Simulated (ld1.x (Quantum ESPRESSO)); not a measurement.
# Run report: P, pseudopotential generation (part 2 of 2)

The same run, continued: phosphorus (P, Z = 15), core [Ne], reference valence 3s2 3p3, valence charge 5. Method: TM potential, PBE, non-relativistic, made with ld1.x (Quantum ESPRESSO) 7.5.

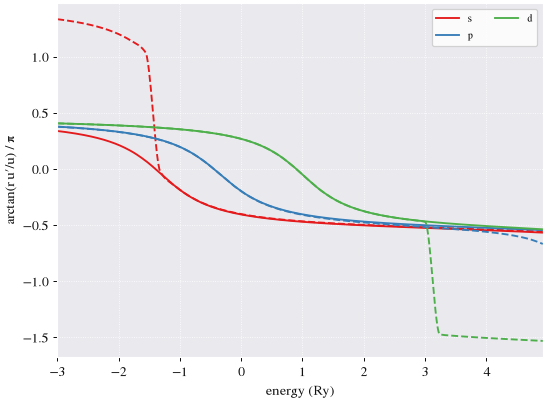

Unwrapped phase arctan(r u′/u) in units of π against energy, all-electron (solid) and pseudo (dashed); the pseudo phase is matched to the all-electron one at the reference energy. Here u = r R(r). A near-vertical step is a level narrower than the spacing of the points behind the curves.

- Range over which the phases agree within 0.05 rad: s: from about -1.3 Ry upwards; p: up to about 3.0 Ry; d: up to about 3.1 Ry.
- Ghost states: Going away from the reference energies, the phases part by more than π/2 in: s at about -1.4 Ry (below its reference energy, pseudo phase higher, at the flagged ghost); d at about 3.1 Ry (above its reference energy, pseudo phase lower). Such a step is either a state that only one of the two atoms has or an ordinary level shifted in energy. The separate test gives: ghost state below the valence levels: s at -19.6 eV.

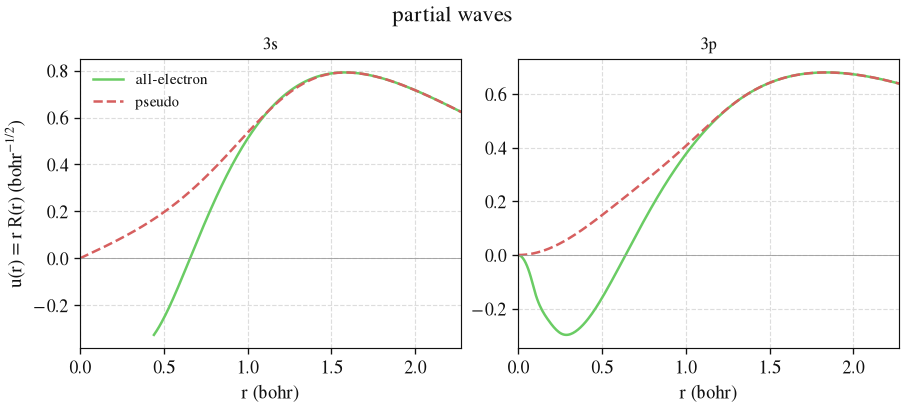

All-electron valence functions (solid) with their pseudo partners (dashed). The innermost oscillations of some all-electron curves aren't drawn. Reference configuration 3s2 3p3.

- Matching radii: 3s at 1.75 bohr; 3p at 1.40 bohr. The curves merge smoothly, so the plot gives these only roughly.
- Nodes of the pseudo-waves: 3s has no node; 3p has no node. The potential isn't sound: its ghost test gives ghost state below the valence levels: s at -19.6 eV.

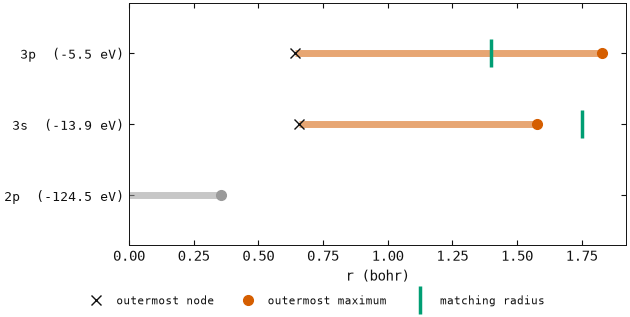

Outer shells of the all-electron reference atom: each bar runs from the outermost node (or the nucleus) to the outermost maximum of u(r); the tick is the radius chosen for the pseudo-wave. Shells without a tick have no pseudo-wave of their own. Levels, nodes and maxima are from ld1.x, non-relativistic.

- Radii against the shells: 3s: 1.75 bohr, outside the maximum; 3p: 1.40 bohr, between node and maximum.

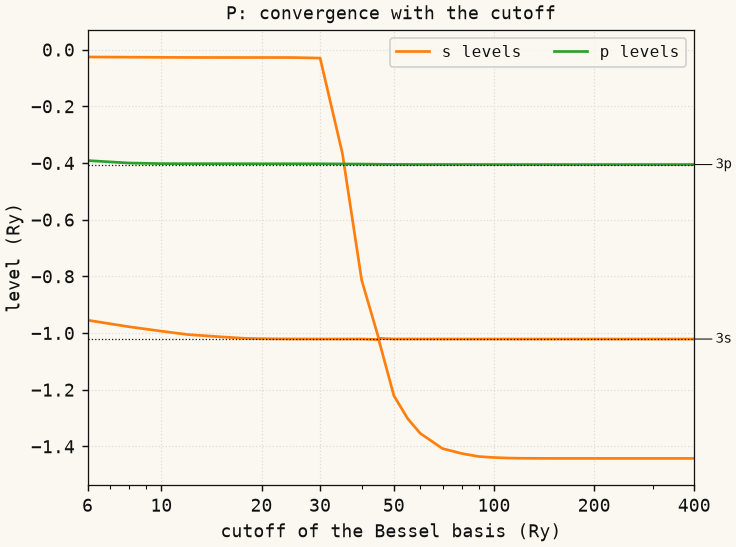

The pseudo-atom Hamiltonian at the reference potential is diagonalised in spherical Bessel functions (20 bohr box) up to the cutoff. Curves: the lowest levels of each channel that holds a bound state. Dotted lines: the all-electron valence levels.

- Ghost states: ghost state below the valence levels: s at -19.6 eV. A ghost is a state of the pseudo-atom that lies below a valence level of its channel, or is bound in a channel without one, and matches no all-electron valence level; bound levels above the valence ones can be real empty states. In Ry: s -1.44.
- All-electron valence levels: 3s: -1.02 Ry; 3p: -0.41 Ry.
- Onset of the ghost: the lowest s curve lies clearly below the lowest valence level of its channel from about 50 Ry on and ends at -1.44 Ry. A test at a low cutoff would miss it.

Results in brief:

- outcome: generated, with a ghost state
- cutoffs needed: 21 Ry and 60 Ry (the cutoffs, on a coarse ladder, from which the occupation-weighted sum of valence levels, in a spherical-Bessel basis at the reference potential, stays within 10 and 1 mRy of its value at 400 Ry); ghost states and empty shells don't enter this sum
- ghost test: ghost state below the valence levels: s at -19.6 eV (spherical-Bessel basis up to 400 Ry, 20 bohr box)
- configuration tests: 2 of 7 tests not solved
- largest excitation error among the tests solved: +5.1 meV (all-electron minus pseudo) for 3s0 3p5
- clearest signs, in the scattering phases, of states that the all-electron atom lacks: d near 3.1 Ry
- range over which the phases arctan(r u′/u) at the test radius agree within 0.05 rad (a looser test near the poles than one of phase shifts): s: from about -1.3 Ry upwards; p: up to about 3.0 Ry; d: up to about 3.1 Ry
- hardware: 1 CPU thread, shared host
- wall time: 1.7 s

Notes:

The potential has a bound ghost state, so it can't be used as it stands.
